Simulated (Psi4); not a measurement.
# NHO (charge +1): single-point calculation

NHO (nitroxyl), charge +1, multiplicity 2, computed with SVWN-RPA/def2-SVP, UKS (Psi4 1.11).

The geometry was optimised with SVWN-RPA/def2-SVP.

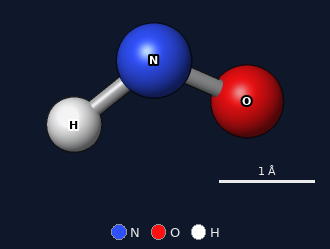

The input geometry (ball-and-stick view, seen at a tilt). Bond lengths as drawn: H–N 1.09 Å and N–O 1.19 Å.

The input (run.py):
```python
import psi4

psi4.set_memory('1600 MB')
psi4.set_num_threads(1)
psi4.set_output_file('run.log', False)

with open('hno.xyz') as f:
    atoms = ''.join(f.readlines()[2:])
molecule = psi4.geometry('1 2\n' + atoms + '')

psi4.set_options({
    'basis': 'def2-SVP',
    'reference': 'uks',
})

energy_value = psi4.energy('svwn')
print('E =', round(energy_value, 9))
for k, v in sorted(psi4.core.scalar_variables().items()):
    print(f'{k:45s} {v:18.10f}')
```

File hno.xyz:
```
3
HNO
N     -0.273363     0.299200    -0.113149
O      0.763344     0.419107     0.463436
H     -0.445354    -0.759841    -0.330967
```

Machine: 1 thread of Intel Xeon (Granite Rapids), 192 GiB of memory available, shared host.

Launch command:
```bash
python run.py
```

What the program printed:
```
,

    h
    h
    h

    -----------------------------------------------------------------------

    Memory:     1.5 GiB
    Threads:    1
                ecpint, einsums, f̶o̶r̶t̶e̶, gauxc, gcp, g̶d̶m̶a̶, geometric, g̶p̶u̶_̶d̶f̶c̶c̶,
                i̶n̶t̶e̶g̶r̶a̶t̶o̶r̶x̶x̶, i̶p̶i̶, libefp, m̶d̶i̶, m̶p̶2̶d̶, m̶r̶c̶c̶, ooo,
                o̶p̶e̶n̶f̶e̶r̶m̶i̶o̶n̶p̶s̶i̶4̶, pcmsolver, p̶s̶i̶4̶f̶o̶c̶k̶c̶i̶, p̶s̶i̶x̶a̶s̶,
                p̶y̶e̶i̶n̶s̶u̶m̶s̶, r̶e̶s̶p̶, s̶i̶m̶i̶n̶t̶, s̶n̶s̶m̶p̶2̶,
                v̶2̶r̶d̶m̶_̶c̶a̶s̶s̶c̶f̶

   => Loading Basis Set <=

    Name: DEF2-SVP
    Role: ORBITAL
    Keyword: BASIS

         ---------------------------------------------------------
                                   SCF
                              UKS Reference
                        1 Threads,   1525 MiB Core
         ---------------------------------------------------------

  ==> Geometry <==

    Molecular point group: cs
    Full point group: Cs

    Geometry (in Angstrom), charge = 1, multiplicity = 2:

       Center              X                  Y                   Z               Mass
    ------------   -----------------  -----------------  -----------------  -----------------
         N           -0.603629993289    -0.027578794564     0.000000000000    14.003074004430
         O            0.582564828125     0.092966634111     0.000000000000    15.994914619570
         H           -0.858680020063    -1.092258515761     0.000000000000     1.007825032230

  Running in cs symmetry.

  Rotational constants: A =     17.81131  B =      1.44347  C =      1.33525 [cm^-1]
  Rotational constants: A = 533969.68221  B =  43274.04450  C =  40029.93315 [MHz]
  Nuclear repulsion =   30.506524075691313

  Charge       = 1
  Multiplicity = 2
  Electrons    = 15
  Nalpha       = 8
  Nbeta        = 7

  ==> Algorithm <==

  SCF Algorithm Type is DF.
  DIIS enabled.
  MOM disabled.
  Fractional occupation disabled.
  Guess Type is SAD.
  Energy threshold   = 1.00e-06
  Density threshold  = 1.00e-06
  Integral threshold = 1.00e-12

  ==> Primary Basis <==

  Basis Set: DEF2-SVP
    Blend: DEF2-SVP
    Number of shells: 15
    Number of basis functions: 33
    Number of Cartesian functions: 35
    Spherical Harmonics?: true
    Max angular momentum: 2

  ==> DFT Potential <==

   => LibXC <=

    Version 7.1.2

   => Composite Functional: SVWN <=

    Slater exchange
    Vosko, Wilk & Nusair (VWN5_RPA)

    Deriv               =              1
    GGA                 =          FALSE
    Meta                =          FALSE

    Exchange Hybrid     =          FALSE
    MP2 Hybrid          =          FALSE

   => Exchange Functionals <=

    1.0000         XC_LDA_X

   => Correlation Functionals <=

    1.0000   XC_LDA_C_VWN_RPA

   => LibXC Density Thresholds  <==

    XC_LDA_C_VWN_RPA:  1.00E-15
    XC_LDA_X:  1.00E-15

   => Molecular Quadrature <=

    Radial Scheme          =       TREUTLER
    Pruning Scheme         =           NONE
    Nuclear Scheme         =       TREUTLER

    Blocking Scheme        =         OCTREE
    BS radius alpha        =              1
    Pruning alpha          =              1
    Radial Points          =             75
    Spherical Points       =            302
    Total Points           =          65522
    Total Blocks           =            542
    Max Points             =            256
    Max Functions          =             33
    Weights Tolerance      =       1.00E-15

   => Loading Basis Set <=

    Name: (DEF2-SVP AUX)
    Role: JKFIT
    Keyword: DF_BASIS_SCF

  ==> Integral Setup <==

  DFHelper Memory: AOs need 0.002 GiB; user supplied 1.103 GiB.
  SCF_SUBTYPE=INCORE selected. In-core MEM_DF algorithm will be used.
  Using in-core AOs.

  ==> MemDFJK: Density-Fitted J/K Matrices <==

    J tasked:                   Yes
    K tasked:                    No
    wK tasked:                   No
    Memory [MiB]:              1129
    Algorithm:                 Core
    Schwarz Cutoff:           1E-12
    Mask sparsity (%):       0.0000
    Fitting Condition:        1E-10

   => Auxiliary Basis Set <=

  Basis Set: (DEF2-SVP AUX)
    Blend: DEF2-UNIVERSAL-JKFIT
    Number of shells: 56
    Number of basis functions: 172
    Number of Cartesian functions: 206
    Spherical Harmonics?: true
    Max angular momentum: 4

  Cached 100.0% of DFT collocation blocks in 0.015 [GiB].

  Minimum eigenvalue in the overlap matrix is 1.1368230033E-02.
  Reciprocal condition number of the overlap matrix is 3.0736464083E-03.
    Using symmetric orthogonalization.

  ==> Pre-Iterations <==

  SCF Guess: Superposition of Atomic Densities via on-the-fly atomic UHF (no occupation information).

   -------------------------
    Irrep   Nso     Nmo
   -------------------------
     A'        24      24
     A"         9       9
   -------------------------
    Total      33      33
   -------------------------

  ==> Iterations <==

                           Total Energy        Delta E     RMS |[F,P]|

   @DF-UKS iter SAD:  -129.49444735634688   -1.29494e+02   0.00000e+00
   @DF-UKS iter   1:  -129.30223859691628    1.92209e-01   5.17697e-03 ADIIS/DIIS
   @DF-UKS iter   2:  -129.26295221817375    3.92864e-02   1.35204e-02 ADIIS/DIIS
   @DF-UKS iter   3:  -129.30571957162076   -4.27674e-02   3.89378e-03 ADIIS/DIIS
   @DF-UKS iter   4:  -129.30947249750929   -3.75293e-03   3.36308e-04 ADIIS/DIIS
   @DF-UKS iter   5:  -129.30950569028454   -3.31928e-05   1.26486e-04 ADIIS/DIIS
   @DF-UKS iter   6:  -129.30951060355724   -4.91327e-06   1.22330e-05 DIIS
   @DF-UKS iter   7:  -129.30951074032455   -1.36767e-07   6.29283e-06 DIIS
   @DF-UKS iter   8:  -129.30951076786661   -2.75421e-08   1.70665e-06 DIIS
   @DF-UKS iter   9:  -129.30951077064103   -2.77441e-09   3.92407e-07 DIIS
  Energy and wave function converged.

  ==> Post-Iterations <==

   Electrons on quadrature grid:
      Nalpha   =    7.9999996799 ; deviation = -3.201e-07
      Nbeta    =    6.9999999569 ; deviation = -4.305e-08
      Ntotal   =   14.9999996368 ; deviation = -3.632e-07

   @Spin Contamination Metric:   9.460551571E-04
   @S^2 Expected:                7.500000000E-01
   @S^2 Observed:                7.509460552E-01
   @S   Expected:                5.000000000E-01
   @S   Observed:                5.000000000E-01

    Orbital Energies [Eh]
    ---------------------

    Alpha Occupied:

       1Ap   -19.175099     2Ap   -14.439808     3Ap    -1.531562
       4Ap    -1.059117     5Ap    -0.912568     1App   -0.861809
       6Ap    -0.840989     7Ap    -0.642421

    Alpha Virtual:

       2App   -0.577708     8Ap    -0.296402     9Ap    -0.149096
      10Ap     0.115568    11Ap     0.181278     3App    0.247581
      12Ap     0.260273    13Ap     0.420374    14Ap     0.451554
       4App    0.498138    15Ap     0.516246    16Ap     0.807582
       5App    0.883765    17Ap     0.991017     6App    1.390533
      18Ap     1.409751    19Ap     1.639352     7App    1.773917
      20Ap     1.998027    21Ap     2.086166     8App    2.127426
      22Ap     2.497566     9App    2.656339    23Ap     2.782016
      24Ap     3.077759

    Beta Occupied:

       1Ap   -19.159226     2Ap   -14.430493     3Ap    -1.511629
       4Ap    -1.035618     5Ap    -0.883114     1App   -0.846294
       6Ap    -0.804901

    Beta Virtual:

       7Ap    -0.589948     2App   -0.559778     8Ap    -0.278977
       9Ap    -0.130651    10Ap     0.139832    11Ap     0.192233
       3App    0.256173    12Ap     0.284029    13Ap     0.433850
      14Ap     0.465276     4App    0.510093    15Ap     0.543555
      16Ap     0.821571     5App    0.906321    17Ap     1.016387
       6App    1.405937    18Ap     1.435357    19Ap     1.669341
       7App    1.800350    20Ap     2.020738    21Ap     2.120047
       8App    2.162502    22Ap     2.527530     9App    2.670599
      23Ap     2.816171    24Ap     3.099256

    Final Occupation by Irrep:
             Ap   App
    DOCC [     6,    1 ]
    SOCC [     1,    0 ]
    NA   [     7,    1 ]
    NB   [     6,    1 ]

  @DF-UKS Final Energy:  -129.30951077064103

   => Energetics <=

    Nuclear Repulsion Energy =             30.5065240756913134
    One-Electron Energy =                -231.4434641596217830
    Two-Electron Energy =                  86.2414685009074162
    DFT Exchange-Correlation Energy =     -14.6140391876179780
    Empirical Dispersion Energy =           0.0000000000000000
    VV10 Nonlocal Energy =                  0.0000000000000000
    Total Energy =                       -129.3095107706410261

  UHF NO Occupations:
  HONO-2 :    1App 1.9998829
  HONO-1 :    6 Ap 1.9998003
  HONO-0 :    7 Ap 1.0000000
  LUNO+0 :    8 Ap 0.0001997
  LUNO+1 :    2App 0.0001171
  LUNO+2 :    9 Ap 0.0000775
  LUNO+3 :   10 Ap 0.0000654

Computation Completed

Properties will be evaluated at   0.000000,   0.000000,   0.000000 [a0]

Properties computed using the SCF density matrix

 Multipole Moments:

 ------------------------------------------------------------------------------------
     Multipole            Electronic (a.u.)      Nuclear  (a.u.)        Total (a.u.)
 ------------------------------------------------------------------------------------

 L = 1.  Multiply by 2.5417464519 to convert [e a0] to [Debye]
 Dipole X            :          0.1115612           -0.8004338           -0.6888726
 Dipole Y            :          0.1640493           -1.0234322           -0.8593829
 Dipole Z            :          0.0000000            0.0000000            0.0000000
 Magnitude           :                                                    1.1014012

 ------------------------------------------------------------------------------------

	total time  =          1 seconds =       0.02 minutes
```

Standard output:
```
E = -129.309510771
CURRENT ENERGY                                   -129.3095107706
CURRENT REFERENCE ENERGY                         -129.3095107706
DD SOLVATION ENERGY                                 0.0000000000
DFT FUNCTIONAL TOTAL ENERGY                      -129.3095107706
DFT TOTAL ENERGY                                 -129.3095107706
DFT VV10 ENERGY                                     0.0000000000
DFT XC ENERGY                                     -14.6140391876
GRID ELECTRONS ALPHA                                7.9999996799
GRID ELECTRONS BETA                                 6.9999999569
GRID ELECTRONS TOTAL                               14.9999996368
NUCLEAR REPULSION ENERGY                           30.5065240757
ONE-ELECTRON ENERGY                              -231.4434641596
PCM POLARIZATION ENERGY                             0.0000000000
PE ENERGY                                           0.0000000000
SCF ITERATION ENERGY                             -129.3095107706
SCF ITERATIONS                                      9.0000000000
SCF TOTAL ENERGY                                 -129.3095107706
TWO-ELECTRON ENERGY                                86.2414685009
XC GRID RADIAL POINTS                              75.0000000000
XC GRID SPHERICAL POINTS                          302.0000000000
XC GRID TOTAL POINTS                            65522.0000000000
```

Key numbers:

- outcome: converged
- total energy: −129.309511 hartree
- basis functions: 33
- ⟨S²⟩: 0.751
- wall time: 1.6 s
- peak memory: 0.21 GiB
